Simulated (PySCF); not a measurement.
CH₈SeSi₂, SMILES C[SiH2][Se][SiH3], geometry in Å:

```xyz
12

C     -1.7453     0.5594     0.2813
Si    -0.8717    -1.0279    -0.1975
Se     1.0267    -0.6457    -1.4286
Si     2.2092     0.3617     0.2419
H     -1.1320     1.1602     0.9696
H     -2.6979     0.3272     0.7841
H     -1.9581     1.1667    -0.6110
H     -0.5113    -1.8122     1.0236
H     -1.7283    -1.8658    -1.0873
H      3.5654     0.6362    -0.3124
H      1.5791     1.6479     0.6684
H      2.3124    -0.5325     1.4341
```

Vertical TDHF excitations, HF/def2-SVPD, PySCF, at a PBE0-D3(BJ)/def2-SVP geometry (no frequency check), gas phase.

### Predict the low-lying singlet excitations and the spectrum.

The lowest singlet lies at 6.23 eV (199 nm, f = 0.004); the brightest of the first 10 is S6 at 7.93 eV (156 nm), f = 0.128, mainly HOMO → LUMO+3 (66 %). No singlet lies below 3.1 eV (beyond 400 nm), so at this level no vertical transition falls in the visible.


```tsv
state	E (eV)	λ (nm)	f	main character
S1	6.23	199	0.004	HOMO → LUMO+1 (38 %)
S2	6.58	188	0.045	HOMO → LUMO (49 %)
S3	7.22	172	0.002	HOMO → LUMO+5 (34 %)
S4	7.59	163	0.036	HOMO → LUMO+2 (24 %)
S5	7.72	161	0.012	HOMO → LUMO+6 (22 %)
S6	7.93	156	0.128	HOMO → LUMO+3 (66 %)
S7	8.20	151	0.013	HOMO → LUMO+4 (48 %)
S8	8.27	150	0.090	HOMO−1 → LUMO (43 %)
S9	8.44	147	0.109	HOMO−1 → LUMO+1 (15 %)
S10	8.49	146	0.105	HOMO−1 → LUMO+1 (20 %)
```

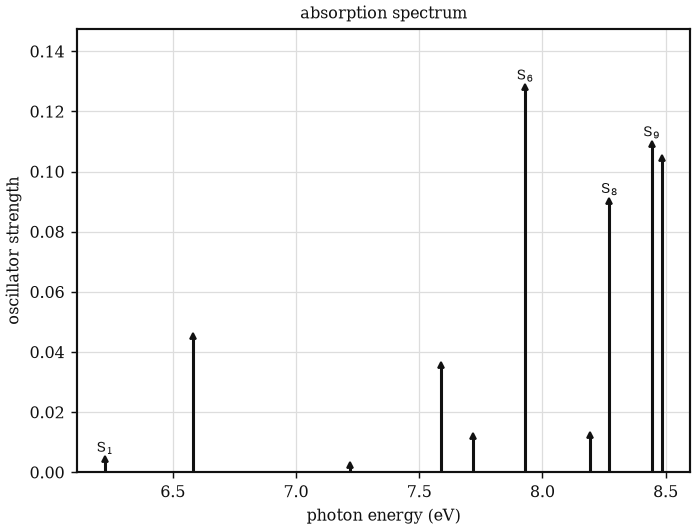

Only the first 10 singlet excitations are included.

Note: spin-orbit coupling is left out, and with Se it can shift these levels and split any degenerate set; one conformer of a flexible molecule; core orbitals are frozen in the response.
